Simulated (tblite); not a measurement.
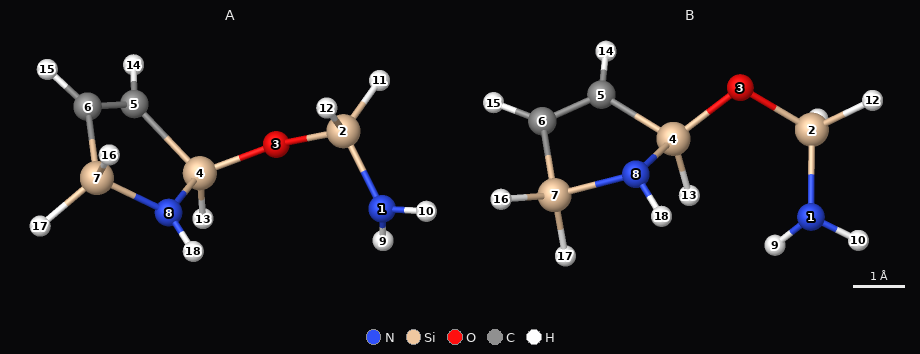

Two geometries of C2H10N2OSi3, drawn at one scale. One is the start of a relaxation, the other its converged end. The picture is a ball-and-stick view, seen at a tilt.

Method: tblite 0.8.0, GFN2-xTB geometry optimisation, gas phase. 

Which of the two is the end point?

Structure A is the relaxed one. The atom that moves furthest after the best rigid fit is H12 (1.95 Å). Largest moves by element: H 1.95 Å, O 1.63 Å, N 1.32 Å, Si 1.25 Å, C 0.44 Å. Among the contacts that change: Si2–Si4 2.750 → 3.135 Å, Si2–O3 1.738 → 1.620 Å, Si7–N8 1.819 → 1.730 Å, O3–Si4 1.695 → 1.619 Å. Bond angles that change, for instance: Si2–O3–Si4 106.5° → 150.7°, Si4–N8–Si7 96.5° → 117.2°, C5–Si4–H13 107.0° → 116.9°. Groups turn about Si2–O3 by about 115°, O3–Si4 by about 115°, Si4–C5 by about 30°. The energy falls by 135.7 kJ/mol in 173 geometry steps. Cost: 3 s on 1 thread of Arm Neoverse N1 (shared host).
